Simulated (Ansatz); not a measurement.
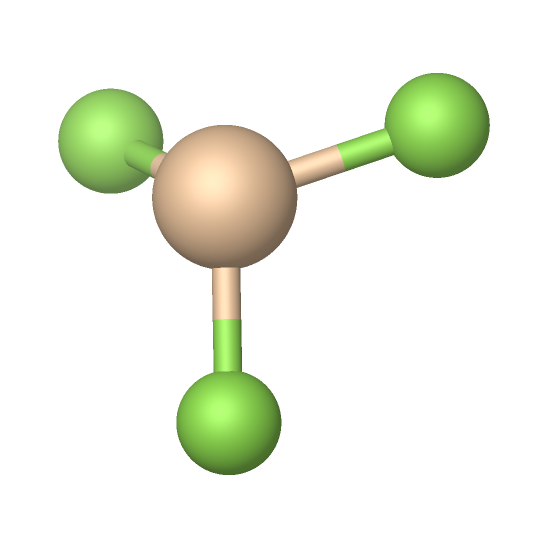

A ball-and-stick model of a molecule. Colours: silicon light orange, fluorine green.

Charge 0, doublet.

Identify the structure.

It has 4 atoms: 1 silicon and 3 fluorine (SiF3). The point group is C3v. It is an open-shell species. Coordination: 1 Si trigonal pyramidal.

The parts below concern this one geometry. Atoms keep their numbers from picture to picture. Computed geometry: PBE0-D4/def2-TZVP optimisation.

Geometry

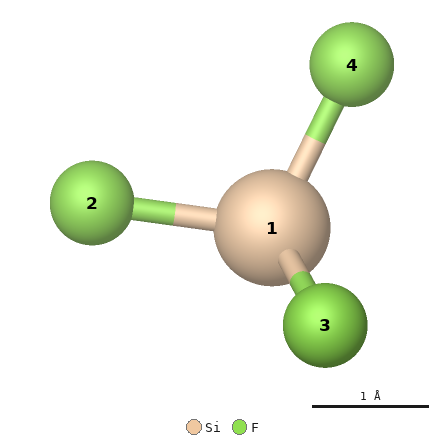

Give the bond lengths.

```csv
bond,length (Å)
Si1–F2,1.581
Si1–F3,1.581
Si1–F4,1.581
```

Thermal motion

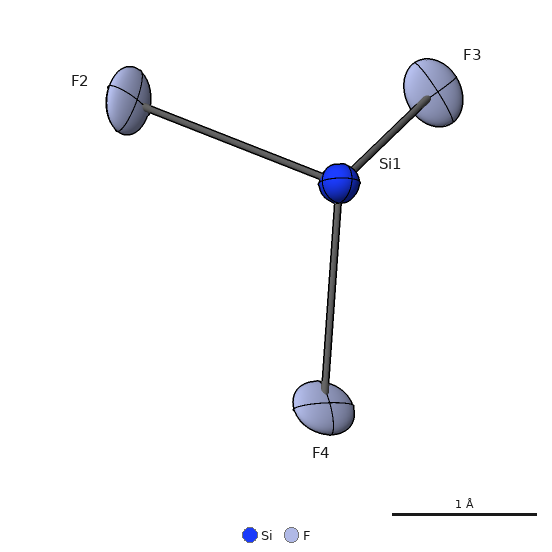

Displacement ellipsoids at the 50 % level, enlarged 3 times, from the internal vibrations of the free molecule (harmonic, no overall translation or rotation; no half-axis is drawn under 0.075 Å). Vibrations computed with UKS PBE0-D4/def2-TZVP (Ansatz 0.2.0). Temperature: 400 K.

Which atom moves most?

F2, F3, F4, with U_eq = 0.0017 Å².

Give the displacement parameters, one line for each set of equivalent atoms.

```
      atom  U_eq (Å²)   rms amplitudes (Å)
       Si1    0.00100  0.030, 0.030, 0.035
F2, F3, F4     0.0017  0.018, 0.044, 0.054
```

Charges

The questions are on Mulliken charges. Properties computed with UKS PBE0-D4/def2-TZVP (Ansatz 0.2.0).

Give the Mulliken charges atom by atom.

```tsv
atom	value (e)
Si1	0.78
F2	−0.26
F3	−0.26
F4	−0.26
```

Electronic properties

Properties computed with UKS PBE0-D4/def2-TZVP (Ansatz 0.2.0).

Computed properties:

- dipole moment: 1.15 D
- ⟨S²⟩ of the determinant: 0.751

Mulliken values depend strongly on the basis set and can even reverse the polarity of a bond.
